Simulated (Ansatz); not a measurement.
Input file:

```
crystal:
  periodic: [false, false, false]
  atoms:
    - { symbol: Al, position_ang: [-0.057174, -0.421311, 0.273056] }
    - { symbol: H, position_ang: [0.845427, -0.585965, 2.869855] }
    - { symbol: H, position_ang: [1.255329, 0.378439, -0.165218] }
    - { symbol: H, position_ang: [-1.462582, 0.326618, 0.113408] }
    - { symbol: "N", position_ang: [0.068568, -0.123561, 2.367101] }
    - { symbol: H, position_ang: [-0.792816, -0.442395, 2.795549] }
    - { symbol: H, position_ang: [0.143249, 0.868175, 2.566249] }
magnetization:
  spin_polarized: true
  initial_magnetization: 1
basis:
  gaussian: { orbitals: def2-SVP }
hamiltonian:
  xc: { name: BHLYP }
  dispersion: d4
relax:
  f_tol: 0.03
  max_steps: 50
output:
  orbitals: {}
```

Launched as:

```sh
ansatz run input.yaml --threads 1 --pin off --max-ram 2048MiB --backend cpu --events-out ev --progress --plain --runs-dir out
```

The fields are those of the run's last geometry, not of the input's.

These are results of UKS BHLYP-D4/def2-SVP (Ansatz 0.2.0), not measurements.

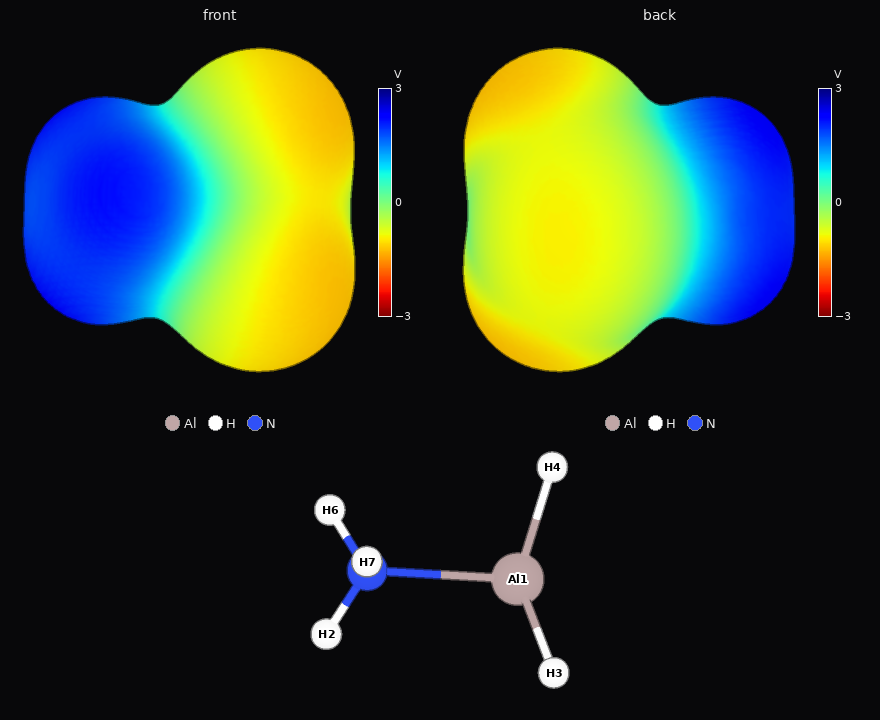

AlH$_{5}$N (doublet). The electrostatic potential painted on the density surface at 0.001 e/bohr³, seen from the front and from behind; red is negative and blue positive. The bare structure is drawn below in the same view.

Q: Which sites attract a positive test charge, and which a negative one?

A: A positive charge is drawn to the negative regions and a negative charge to the positive ones. The most negative region (about −1.2 V) lies over H3 and H4, the most positive (about +2.3 V) over H2 and H6.
